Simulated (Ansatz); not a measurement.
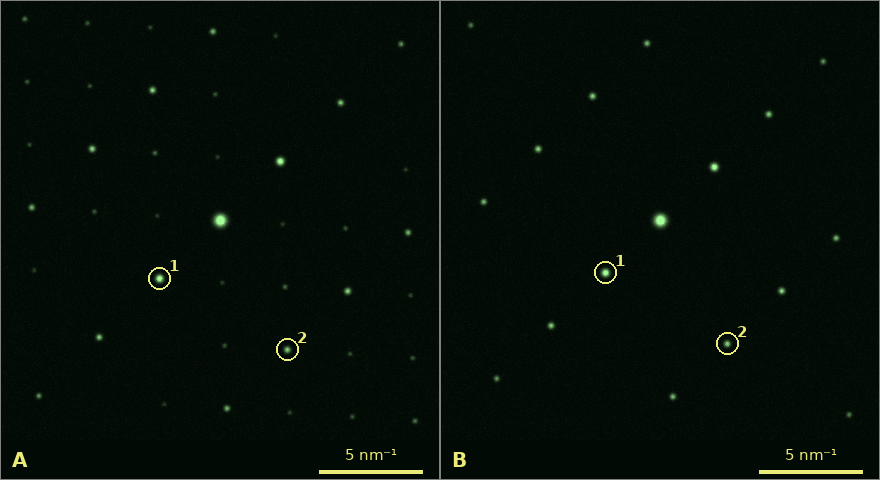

Kinematic electron diffraction patterns (120 kV, B = 0.5 Å², same scale) along [111] of the run's own cell, for the start and the end of one relaxation of Ge2As with Ansatz 0.2.0, DFT PBE, scalar-relativistic, plane waves, PAW. k mesh 18×18×18. The start is a generated model structure, and the relaxation ends in the nearest stationary point of its symmetry, not necessarily the ground state. Spot 1 is -1 1 0 and spot 2 is -2 -1 3 in both.

Start structure:

```
CELL_PARAMETERS angstrom
-1.90347 1.90347 4.13735
1.90347 -1.90347 4.13735
1.90347 1.90347 -4.13735
ATOMIC_POSITIONS crystal
Ge 0.66519 0.66519 0.00000
Ge 0.33481 0.33481 0.00000
As 0.00000 0.00000 0.00000
```

### Which pattern belongs to the start structure, and which to the relaxed one?

B is the start: its cell gives d(1) = 2.692 Å, d(2) = 1.449 Å and an angle of 74.4°. A is the relaxed structure, with d(1) = 2.426 Å (-9.9 %), d(2) = 1.396 Å (-3.6 %) and 73.3°.

### Name reflections whose intensity changes strongly on relaxation.

1 1 -2 comes into sight.

### What did the relaxation do to the structure and the energy?

The volume changed by -0.9 % to 19.81 Å³ an atom; with the mean shift removed, the atoms moved by up to 0.17 Å relative to the cell (Ge most); the space group stayed I4/mmm (No. 139); the free energy fell by 44 meV an atom. Relaxed cell: a = 5.602 Å, b = 5.602 Å, c = 5.602 Å, α = 144.34°, β = 144.34°, γ = 51.32°.
